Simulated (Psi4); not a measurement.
PF3: single-point calculation (part 2 of 2)

Continued. System: PF3, SMILES FP(F)F. Method: OMP2/6-311+G**, RHF (Psi4 1.11). The geometry comes from this level: PBE0-D4/def2-TZVP.

Geometry of the input (Å):
```
F  0.8344  -0.6632  0.8745
P  -0.2975  0.3146  0.3923
F  -1.0619  -0.6965  -0.5369
F  0.5250  1.0452  -0.7300
```

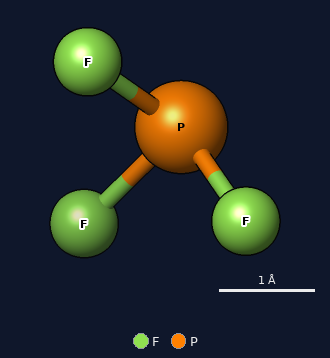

The structure as given in the input (ball-and-stick view, seen at a tilt).

## The program's output, continued
```
  MP2_SOS_SCALE                 => (empty)
  MP2_SOS_SCALE2                => (empty)
  MP2_SS_SCALE                  => (empty)
  MP2_TYPE                      => (empty)
  MP_TYPE                       => (empty)
  NAT_ORBS                      => FALSE           !
  NUM_FROZEN_DOCC               => 8               !
  NUM_FROZEN_UOCC               => (empty)
  NUM_GPUS                      => (empty)
  OCC_ORBS_PRINT                => (empty)
  OEPROP                        => (empty)
  OO_SCALE                      => (empty)
  OPT_METHOD                    => (empty)
  ORBITAL_OPTIMIZER_PACKAGE     => (empty)
  ORB_OPT                       => TRUE            !
  ORB_RESP_SOLVER               => (empty)
  ORTH_TYPE                     => (empty)
  PARENT_SYMMETRY               => (empty)
  PCG_BETA_TYPE                 => (empty)
  PCG_CONVERGENCE               => (empty)
  PCG_MAXITER                   => (empty)
  PCM                           => (empty)
  PE                            => (empty)
  PPL_TYPE                      => (empty)
  PRINT                         => (empty)
  PRINT_NOONS                   => (empty)
  PROPERTIES                    => (empty)
  PROPERTIES_ORIGIN             => (empty)
  PUREAM                        => TRUE            !
  QCHF                          => (empty)
  QC_MODULE                     => (empty)
  RAS1                          => (empty)
  RAS2                          => (empty)
  RAS3                          => (empty)
  RAS4                          => (empty)
  READ_SCF_3INDEX               => (empty)
  REGULARIZATION                => (empty)
  REG_PARAM                     => (empty)
  RELATIVISTIC                  => (empty)
  REMP_A                        => (empty)
  RESTRICTED_DOCC               => (empty)
  RESTRICTED_UOCC               => (empty)
  RMS_MOGRAD_CONVERGENCE        => (empty)
  R_CONVERGENCE                 => (empty)
  SCF_TYPE                      => PK              !
  SCREENING                     => (empty)
  SCS_TYPE                      => (empty)
  SOCC                          => (empty)
  SOS_TYPE                      => (empty)
  TRIPLES_IABC_TYPE             => (empty)
  WFN                           => (empty)
  WFN_TYPE                      => DF-OMP2         !
  WRITER_FILE_LABEL             => (empty)
  ZORA_BASIS_TOLERANCE          => (empty)
  ZORA_NR_DEBUG                 => (empty)
  ZORA_PRUNING_SCHEME           => (empty)
  ZORA_RADIAL_POINTS            => (empty)
  ZORA_SPHERICAL_POINTS         => (empty)

	Warning: cc_lambda option is changed to TRUE
	For this residual convergence, default PCG convergence is:     1.00e-07
	For this energy convergence, default RMS orbital gradient is:     3.16e-07
	For this energy convergence, default MAX orbital gradient is:     2.00e-06

 ==============================================================================
 ==============================================================================
 ==============================================================================

                      DF-OMP2 (DF-OO-MP2)

 ==============================================================================
 ==============================================================================
 ==============================================================================

	MO Hessian type is changed to 'HF'
	MO spaces...

	 FC   OCC   VIR   FV
	----------------------
	  8   13    75    0
	Number of basis functions in the DF-HF basis: 458
	Number of basis functions in the DF-CC basis: 465

	Minimum required memory for amplitudes:     21.76 MB

	Computing DF-MP2 energy using SCF MOs (Canonical DF-MP2)...
	=======================================================================
	Nuclear Repulsion Energy (a.u.)    :   190.76209250067635
	DF-HF Energy (a.u.)                :  -639.22996017533046
	REF Energy (a.u.)                  :  -639.22996017533046
	DF-MP2 Correlation Energy (a.u.)   :    -0.73310850644317
	DF-MP2 Total Energy (a.u.)         :  -639.96306868177362
	=======================================================================

	Number of independent-pairs: 1679

 ==============================================================================
 ================ Performing DF-OMP2 iterations... ============================
 ==============================================================================
	            Minimizing DF-MP2-L Functional
	            ------------------------------
 Iter       E_total           DE           RMS MO Grad      MAX MO Grad      RMS T2
 ----    ---------------    ----------     -----------      -----------     ----------
	successfully fired up coupled DIIS...
   1     -639.9766864844     -1.36e-02       6.22e-04         5.70e-03        2.32e-05
   2     -639.9770209677     -3.34e-04       2.01e-04         3.36e-03        4.23e-06
   3     -639.9770694727     -4.85e-05       1.48e-04         2.96e-03        2.88e-07
   4     -639.9771098607     -4.04e-05       1.20e-04         2.49e-03        2.46e-07
   5     -639.9771724835     -6.26e-05       6.51e-05         1.23e-03        1.08e-07
   6     -639.9771874849     -1.50e-05       3.83e-05         6.66e-04        1.09e-07
   7     -639.9771931664     -5.68e-06       2.04e-05         5.63e-04        4.06e-08
   8     -639.9771938871     -7.21e-07       1.74e-05         5.23e-04        2.24e-08
   9     -639.9771948577     -9.71e-07       1.38e-05         4.53e-04        1.27e-08
  10     -639.9771954483     -5.91e-07       1.20e-05         4.07e-04        1.29e-08
  11     -639.9771964246     -9.76e-07       9.11e-06         3.17e-04        1.15e-08
  12     -639.9771968110     -3.86e-07       7.89e-06         2.71e-04        1.32e-08
  13     -639.9771971440     -3.33e-07       6.72e-06         2.21e-04        3.90e-09
  14     -639.9771974857     -3.42e-07       4.81e-06         1.50e-04        3.78e-09
  15     -639.9771977339     -2.48e-07       2.08e-06         4.66e-05        3.99e-09
  16     -639.9771977565     -2.26e-08       1.23e-06         2.09e-05        2.23e-09
  17     -639.9771977613     -4.84e-09       8.60e-07         1.64e-05        2.85e-09
  18     -639.9771977628     -1.41e-09       7.40e-07         1.29e-05        1.28e-09
  19     -639.9771977643     -1.57e-09       5.82e-07         1.19e-05        3.43e-10
  20     -639.9771977656     -1.24e-09       4.50e-07         1.10e-05        3.88e-10
  21     -639.9771977665     -9.70e-10       3.07e-07         9.01e-06        9.55e-10
  22     -639.9771977667     -1.84e-10       2.79e-07         8.50e-06        1.29e-10
  23     -639.9771977669     -2.07e-10       2.51e-07         7.84e-06        2.57e-10
  24     -639.9771977674     -4.46e-10       1.89e-07         6.04e-06        3.02e-10
  25     -639.9771977676     -2.71e-10       1.40e-07         4.28e-06        5.53e-10
  26     -639.9771977678     -1.22e-10       1.07e-07         3.06e-06        1.21e-10
  27     -639.9771977678     -4.32e-11       9.14e-08         2.42e-06        5.36e-11
  28     -639.9771977678     -3.14e-11       7.52e-08         1.87e-06        9.94e-11
  29     -639.9771977679     -4.47e-11       4.16e-08         8.39e-07        9.24e-11
  30     -639.9771977679     -8.75e-12       2.46e-08         4.79e-07        5.72e-11
  31     -639.9771977679     -2.05e-12       1.83e-08         4.27e-07        1.29e-11

 ==============================================================================
 ======================== DF-OMP2 ITERATIONS ARE CONVERGED ====================
 ==============================================================================

	Computing MP2 energy using optimized MOs...
	=======================================================================
	Nuclear Repulsion Energy (a.u.)    :   190.76209250067635
	DF-HF Energy (a.u.)                :  -639.22996017533046
	REF Energy (a.u.)                  :  -639.21382125608955
	DF-MP2 Correlation Energy (a.u.)   :    -0.74723759256972
	DF-MP2 Total Energy (a.u.)         :  -639.97719776790018
	=======================================================================

	=======================================================================
	================ DF-OMP2 FINAL RESULTS ================================
	=======================================================================
	Nuclear Repulsion Energy (a.u.)    :   190.76209250067635
	DF-HF Energy (a.u.)                :  -639.22996017533046
	REF Energy (a.u.)                  :  -639.21382125608955
	DF-OMP2 Correlation Energy (a.u.)  :    -0.74723759256301
	Edfomp2 - Eref (a.u.)              :    -0.76337651180393
	DF-OMP2 Total Energy (a.u.)        :  -639.97719776789347
	=======================================================================

	total time  =         14 seconds =       0.23 minutes
```

## Standard output
```
omp2/6-311+G** energy: -639.9771977679 Eh
CURRENT CORRELATION ENERGY                         -0.7472375926
CURRENT ENERGY                                   -639.9771977679
CURRENT REFERENCE ENERGY                         -639.2299601753
DD SOLVATION ENERGY                                 0.0000000000
HF KINETIC ENERGY                                 639.1194938813
HF POTENTIAL ENERGY                             -1278.3494540566
HF TOTAL ENERGY                                  -639.2299601753
HF VIRIAL RATIO                                     2.0001728414
MP2 CORRELATION ENERGY                             -0.7331085064
MP2 DOUBLES ENERGY                                 -0.7331085064
MP2 SINGLES ENERGY                                  0.0000000000
MP2 TOTAL ENERGY                                 -639.9630686818
NUCLEAR REPULSION ENERGY                          190.7620925007
OMP2 CORRELATION ENERGY                            -0.7472375926
OMP2 REFERENCE CORRECTION ENERGY                    0.0161389192
OMP2 TOTAL ENERGY                                -639.9771977679
ONE-ELECTRON ENERGY                             -1268.2465169116
PCM POLARIZATION ENERGY                             0.0000000000
PE ENERGY                                           0.0000000000
SCF ITERATION ENERGY                             -639.2299601753
SCF ITERATIONS                                     11.0000000000
SCF TOTAL ENERGY                                 -639.2299601753
SCS(N)-MP2 CORRELATION ENERGY                     639.2299601753
SCS(N)-MP2 TOTAL ENERGY                             0.0000000000
SCS(N)-OMP2 CORRELATION ENERGY                    639.2299601753
SCS(N)-OMP2 TOTAL ENERGY                            0.0000000000
SCS-MP2 CORRELATION ENERGY                        639.2299601753
SCS-MP2 TOTAL ENERGY                                0.0000000000
SCS-OMP2 CORRELATION ENERGY                       639.2299601753
SCS-OMP2 TOTAL ENERGY                               0.0000000000
SOS-MP2 CORRELATION ENERGY                        639.2299601753
SOS-MP2 TOTAL ENERGY                                0.0000000000
SOS-OMP2 CORRELATION ENERGY                       639.2299601753
SOS-OMP2 TOTAL ENERGY                               0.0000000000
TWO-ELECTRON ENERGY                               438.2544642356
```

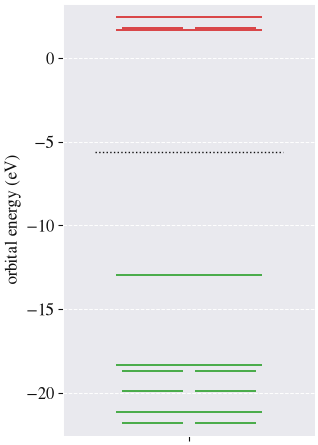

Orbital energies near the frontier (SCF reference); the dotted line parts filled from empty levels, and levels within 0.02 eV of each other stand side by side. Highest filled −12.94 eV, lowest empty 1.69 eV, 14.63 eV apart.
